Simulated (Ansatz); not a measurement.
**C2H4ClIO: molecular dynamics (part 2 of 2)**

The same run, continued: C2H4ClIO; RKS BLYP-d4/def2-SVP (Ansatz 0.2.0). The geometry comes from this level: PBE0-D4/def2-TZVP.

Geometry of the input (Å):
```
C  0.6969  -1.0721  -0.1489
O  0.7036  0.3340  0.0529
C  -0.5294  0.8749  0.1820
Cl -1.4332  0.9226  -1.3714
I  -0.3080  2.8471  0.9857
H  0.2430  -1.3220  -1.1110
H  1.7385  -1.3856  -0.1376
H  0.1518  -1.5758  0.6570
H  -1.1745  0.3307  0.8743
```

**Trajectory as extended XYZ, continued**
```
9
Properties=species:S:1:pos:R:3:forces:R:3 step=5 time_fs=2.5 energy=-24799.17040 temperature=251.2
C     0.7083   -1.0722   -0.1424    0.0991  -0.2848   1.1221
O     0.7183    0.3258    0.0526   -0.4045   1.1415   0.5358
C    -0.5453    0.8878    0.1899    0.6059  -1.1416  -0.0048
Cl   -1.4398    0.9290   -1.3724   -0.4792   0.0100  -0.8549
I    -0.3076    2.8449    0.9843    0.1184   0.9652   0.5081
H     0.2972   -1.2619   -1.1226   -0.4820  -0.6559  -0.8130
H     1.7619   -1.3898   -0.0935    0.0919  -0.1769  -0.0229
H     0.1197   -1.5768    0.6872    0.2608   0.0521  -0.6128
H    -1.2179    0.3061    0.8572    0.1897   0.0904   0.1424
9
Properties=species:S:1:pos:R:3:forces:R:3 step=6 time_fs=3.0 energy=-24799.15698 temperature=236.4
C     0.7107   -1.0723   -0.1405    0.0789  -0.3847   0.9992
O     0.7211    0.3246    0.0528   -0.5564   1.2618   0.6107
C    -0.5482    0.8899    0.1915    0.6425  -1.3182   0.0077
Cl   -1.4413    0.9302   -1.3727   -0.4582   0.0146  -0.8419
I    -0.3075    2.8445    0.9841    0.1187   0.9678   0.5159
H     0.3044   -1.2539   -1.1312   -0.4001  -0.6773  -0.6009
H     1.7685   -1.3922   -0.0847   -0.0642  -0.1373  -0.0357
H     0.1142   -1.5772    0.6906    0.3288   0.0952  -0.7308
H    -1.2265    0.3010    0.8555    0.3100   0.1783   0.0757
9
Properties=species:S:1:pos:R:3:forces:R:3 step=7 time_fs=3.5 energy=-24799.14283 temperature=220.8
C     0.7130   -1.0725   -0.1384    0.0552  -0.4726   0.7808
O     0.7239    0.3236    0.0530   -0.6941   1.3587   0.6765
C    -0.5509    0.8916    0.1930    0.6762  -1.4722   0.0111
Cl   -1.4427    0.9315   -1.3731   -0.4366   0.0179  -0.8256
I    -0.3074    2.8442    0.9838    0.1186   0.9701   0.5232
H     0.3108   -1.2476   -1.1413   -0.2939  -0.6810  -0.3288
H     1.7750   -1.3949   -0.0761   -0.2131  -0.0964  -0.0505
H     0.1094   -1.5775    0.6922    0.3725   0.1203  -0.8064
H    -1.2343    0.2963    0.8539    0.4152   0.2552   0.0197
9
Properties=species:S:1:pos:R:3:forces:R:3 step=8 time_fs=4.0 energy=-24799.12813 temperature=204.6
C     0.7154   -1.0728   -0.1361    0.0324  -0.5401   0.4974
O     0.7266    0.3227    0.0534   -0.8182   1.4327   0.7322
C    -0.5535    0.8931    0.1946    0.7134  -1.5988   0.0013
Cl   -1.4442    0.9328   -1.3736   -0.4148   0.0197  -0.8064
I    -0.3073    2.8438    0.9836    0.1180   0.9718   0.5300
H     0.3164   -1.2429   -1.1521   -0.1771  -0.6718  -0.0284
H     1.7809   -1.3978   -0.0676   -0.3444  -0.0572  -0.0660
H     0.1056   -1.5775    0.6919    0.3906   0.1270  -0.8387
H    -1.2411    0.2922    0.8524    0.4999   0.3167  -0.0214
9
Properties=species:S:1:pos:R:3:forces:R:3 step=9 time_fs=4.5 energy=-24799.11360 temperature=188.6
C     0.7178   -1.0732   -0.1337    0.0152  -0.5809   0.1785
O     0.7291    0.3221    0.0538   -0.9292   1.4844   0.7776
C    -0.5559    0.8943    0.1962    0.7591  -1.6947  -0.0240
Cl   -1.4457    0.9341   -1.3742   -0.3929   0.0199  -0.7843
I    -0.3072    2.8435    0.9833    0.1169   0.9728   0.5361
H     0.3216   -1.2399   -1.1631   -0.0618  -0.6537   0.2706
H     1.7861   -1.4009   -0.0592   -0.4500  -0.0221  -0.0812
H     0.1027   -1.5771    0.6896    0.3824   0.1151  -0.8283
H    -1.2467    0.2889    0.8508    0.5603   0.3592  -0.0450
9
Properties=species:S:1:pos:R:3:forces:R:3 step=10 time_fs=5.0 energy=-24799.10044 temperature=174.2
C     0.7202   -1.0737   -0.1313    0.0066  -0.5913  -0.1515
O     0.7315    0.3217    0.0544   -1.0280   1.5148   0.8125
C    -0.5582    0.8951    0.1977    0.8167  -1.7578  -0.0661
Cl   -1.4473    0.9353   -1.3748   -0.3711   0.0183  -0.7596
I    -0.3071    2.8432    0.9831    0.1151   0.9728   0.5416
H     0.3267   -1.2383   -1.1733    0.0430  -0.6296   0.5441
H     1.7901   -1.4040   -0.0511   -0.5241   0.0070  -0.0947
H     0.1007   -1.5765    0.6853    0.3479   0.0852  -0.7767
H    -1.2509    0.2864    0.8491    0.5940   0.3805  -0.0496
9
Properties=species:S:1:pos:R:3:forces:R:3 step=11 time_fs=5.5 energy=-24799.09000 temperature=162.8
C     0.7226   -1.0743   -0.1290    0.0080  -0.5698  -0.4740
O     0.7338    0.3216    0.0551   -1.1153   1.5253   0.8370
C    -0.5604    0.8956    0.1993    0.8887  -1.7870  -0.1255
Cl   -1.4488    0.9366   -1.3754   -0.3496   0.0148  -0.7323
I    -0.3070    2.8429    0.9829    0.1127   0.9717   0.5462
H     0.3318   -1.2383   -1.1823    0.1314  -0.6012   0.7753
H     1.7929   -1.4072   -0.0431   -0.5632   0.0286  -0.1055
H     0.0996   -1.5757    0.6792    0.2876   0.0382  -0.6866
H    -1.2537    0.2849    0.8473    0.5997   0.3795  -0.0348
9
Properties=species:S:1:pos:R:3:forces:R:3 step=12 time_fs=6.0 energy=-24799.08339 temperature=155.5
C     0.7249   -1.0751   -0.1267    0.0186  -0.5174  -0.7756
O     0.7359    0.3217    0.0559   -1.1917   1.5172   0.8516
C    -0.5623    0.8957    0.2008    0.9760  -1.7824  -0.2016
Cl   -1.4504    0.9379   -1.3761   -0.3286   0.0092  -0.7025
I    -0.3069    2.8426    0.9827    0.1096   0.9693   0.5500
H     0.3373   -1.2398   -1.1894    0.2006  -0.5696   0.9536
H     1.7944   -1.4102   -0.0354   -0.5655   0.0420  -0.1125
H     0.0991   -1.5748    0.6714    0.2033  -0.0242  -0.5619
H    -1.2551    0.2843    0.8455    0.5777   0.3557  -0.0010
9
Properties=species:S:1:pos:R:3:forces:R:3 step=13 time_fs=6.5 energy=-24799.08116 temperature=153.1
C     0.7273   -1.0759   -0.1246    0.0360  -0.4367  -1.0456
O     0.7378    0.3220    0.0568   -1.2580   1.4916   0.8566
C    -0.5641    0.8955    0.2023    1.0782  -1.7449  -0.2932
Cl   -1.4520    0.9392   -1.3768   -0.3079   0.0015  -0.6705
I    -0.3068    2.8424    0.9825    0.1060   0.9657   0.5529
H     0.3432   -1.2426   -1.1943    0.2491  -0.5353   1.0731
H     1.7945   -1.4131   -0.0280   -0.5310   0.0468  -0.1150
H     0.0991   -1.5739    0.6623    0.0987  -0.0987  -0.4088
H    -1.2552    0.2845    0.8436    0.5289   0.3101   0.0504
9
Properties=species:S:1:pos:R:3:forces:R:3 step=14 time_fs=7.0 energy=-24799.08326 temperature=155.4
C     0.7297   -1.0769   -0.1227    0.0562  -0.3325  -1.2735
O     0.7395    0.3225    0.0579   -1.3147   1.4493   0.8525
C    -0.5656    0.8949    0.2037    1.1936  -1.6768  -0.3978
Cl   -1.4537    0.9404   -1.3776   -0.2876  -0.0084  -0.6362
I    -0.3067    2.8421    0.9824    0.1017   0.9607   0.5549
H     0.3498   -1.2466   -1.1965    0.2770  -0.4989   1.1309
H     1.7933   -1.4160   -0.0209   -0.4615   0.0430  -0.1121
H     0.0994   -1.5733    0.6521   -0.0207  -0.1810  -0.2358
H    -1.2539    0.2854    0.8418    0.4561   0.2445   0.1172
9
Properties=species:S:1:pos:R:3:forces:R:3 step=15 time_fs=7.5 energy=-24799.08910 temperature=161.8
C     0.7321   -1.0779   -0.1210    0.0739  -0.2119  -1.4474
O     0.7410    0.3232    0.0591   -1.3624   1.3912   0.8394
C    -0.5669    0.8939    0.2051    1.3183  -1.5820  -0.5120
Cl   -1.4553    0.9417   -1.3784   -0.2677  -0.0205  -0.5998
I    -0.3066    2.8419    0.9822    0.0969   0.9546   0.5559
H     0.3570   -1.2519   -1.1961    0.2844  -0.4610   1.1256
H     1.7910   -1.4187   -0.0140   -0.3605   0.0313  -0.1033
H     0.0996   -1.5731    0.6414   -0.1463  -0.2643  -0.0541
H    -1.2516    0.2870    0.8403    0.3634   0.1625   0.1958
9
Properties=species:S:1:pos:R:3:forces:R:3 step=16 time_fs=8.0 energy=-24799.09783 temperature=171.4
C     0.7346   -1.0789   -0.1197    0.0831  -0.0836  -1.5534
O     0.7423    0.3242    0.0604   -1.4012   1.3178   0.8176
C    -0.5680    0.8927    0.2063    1.4464  -1.4659  -0.6306
Cl   -1.4570    0.9430   -1.3793   -0.2479  -0.0347  -0.5613
I    -0.3065    2.8417    0.9820    0.0916   0.9474   0.5558
H     0.3649   -1.2583   -1.1929    0.2718  -0.4225   1.0568
H     1.7879   -1.4214   -0.0073   -0.2336   0.0131  -0.0884
H     0.0994   -1.5736    0.6306   -0.2672  -0.3406   0.1226
H    -1.2484    0.2889    0.8393    0.2569   0.0691   0.2810
9
Properties=species:S:1:pos:R:3:forces:R:3 step=17 time_fs=8.5 energy=-24799.10851 temperature=183.2
C     0.7370   -1.0800   -0.1186    0.0783   0.0421  -1.5770
O     0.7434    0.3254    0.0619   -1.4311   1.2292   0.7869
C    -0.5687    0.8911    0.2074    1.5700  -1.3357  -0.7467
Cl   -1.4587    0.9443   -1.3802   -0.2282  -0.0509  -0.5208
I    -0.3064    2.8415    0.9819    0.0861   0.9392   0.5547
H     0.3734   -1.2657   -1.1873    0.2399  -0.3846   0.9244
H     1.7842   -1.4240   -0.0009   -0.0884  -0.0098  -0.0676
H     0.0986   -1.5748    0.6201   -0.3709  -0.4008   0.2799
H    -1.2445    0.2910    0.8390    0.1444  -0.0289   0.3662
9
Properties=species:S:1:pos:R:3:forces:R:3 step=18 time_fs=9.0 energy=-24799.12029 temperature=196.2
C     0.7395   -1.0811   -0.1179    0.0561   0.1550  -1.5053
O     0.7443    0.3267    0.0634   -1.4522   1.1258   0.7474
C    -0.5692    0.8893    0.2084    1.6794  -1.2001  -0.8522
Cl   -1.4604    0.9455   -1.3812   -0.2083  -0.0689  -0.4786
I    -0.3063    2.8414    0.9818    0.0802   0.9304   0.5526
H     0.3826   -1.2740   -1.1794    0.1895  -0.3486   0.7301
H     1.7803   -1.4266    0.0053    0.0649  -0.0345  -0.0414
H     0.0970   -1.5771    0.6103   -0.4448  -0.4359   0.4040
H    -1.2404    0.2930    0.8395    0.0352  -0.1232   0.4434
9
Properties=species:S:1:pos:R:3:forces:R:3 step=19 time_fs=9.5 energy=-24799.13232 temperature=209.5
C     0.7419   -1.0821   -0.1175    0.0162   0.2458  -1.3318
O     0.7450    0.3282    0.0651   -1.4639   1.0078   0.6989
C    -0.5693    0.8873    0.2092    1.7639  -1.0684  -0.9380
Cl   -1.4621    0.9468   -1.3821   -0.1880  -0.0885  -0.4348
I    -0.3061    2.8412    0.9816    0.0742   0.9210   0.5496
H     0.3921   -1.2831   -1.1698    0.1223  -0.3160   0.4787
H     1.7765   -1.4294    0.0115    0.2146  -0.0576  -0.0111
H     0.0942   -1.5803    0.6014   -0.4786  -0.4390   0.4848
H    -1.2361    0.2947    0.8411   -0.0608  -0.2052   0.5037
9
Properties=species:S:1:pos:R:3:forces:R:3 step=20 time_fs=10.0 energy=-24799.14375 temperature=222.1
C     0.7444   -1.0831   -0.1173   -0.0376   0.3081  -1.0594
O     0.7454    0.3299    0.0669   -1.4656   0.8756   0.6415
C    -0.5690    0.8850    0.2098    1.8136  -0.9491  -0.9951
Cl   -1.4638    0.9481   -1.3831   -0.1673  -0.1094  -0.3898
I    -0.3060    2.8411    0.9815    0.0683   0.9114   0.5455
H     0.4020   -1.2930   -1.1590    0.0417  -0.2879   0.1797
H     1.7733   -1.4322    0.0176    0.3479  -0.0754   0.0214
H     0.0903   -1.5846    0.5936   -0.4668  -0.4066   0.5174
H    -1.2320    0.2960    0.8439   -0.1342  -0.2666   0.5387
```

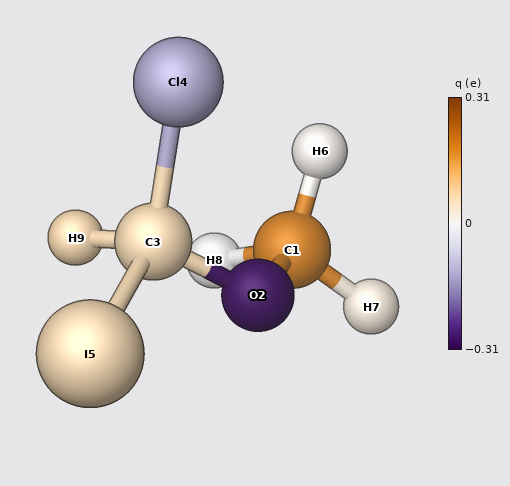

Fig. 1: Mulliken charges, as the colour of each atom (ball-and-stick view, seen at a tilt; atoms are numbered from 1 in the order of the input). By element: C +0.06 to +0.20, O −0.29, Cl −0.12, I +0.06 and H −0.01 to +0.07 e.
